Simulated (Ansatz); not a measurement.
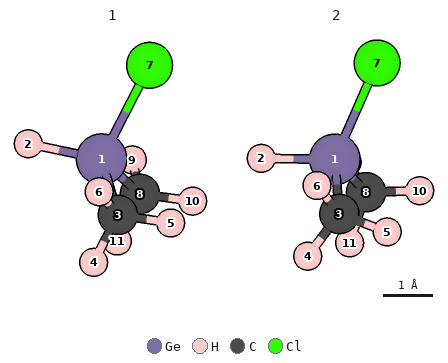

Two geometries of C2H7ClGe, drawn at one scale. One is the start of a relaxation, the other its converged end. The picture is a ball-and-stick view, seen from a free direction.

Theory: RKS B3LYP-D4/def2-SVP in Ansatz 0.2.0. Settings: no spin polarisation; force threshold 0.03 eV/Å; at most 50 steps.

Q: Which geometry has the lower energy?

A: Structure 1 is the relaxed one. The run prepares an end point of a later path (reaction) calculation, from a guessed geometry. H2 moves most after the best rigid fit: 0.55 Å. By element the largest moves are H 0.55 Å, Ge 0.19 Å, Cl 0.12 Å, C 0.11 Å. Among the contacts that change: Ge1–C3 1.942 → 1.956 Å, Ge1–Cl7 2.185 → 2.197 Å, Ge1–H2 1.533 → 1.544 Å, Ge1–C8 1.949 → 1.955 Å. Bond angles that change, for instance: H2–Ge1–C3 84.8° → 111.9°, Ge1–C3–H5 119.1° → 109.8°, C3–Ge1–C8 120.2° → 112.6°. Over 6 geometry steps the energy falls by 9.88 kcal/mol. The largest force component goes from 1.2 to 0.0037 eV/Å. The run took 11 s on 4 threads of Arm Neoverse V2, on a shared host, peak memory 0.28 GiB.
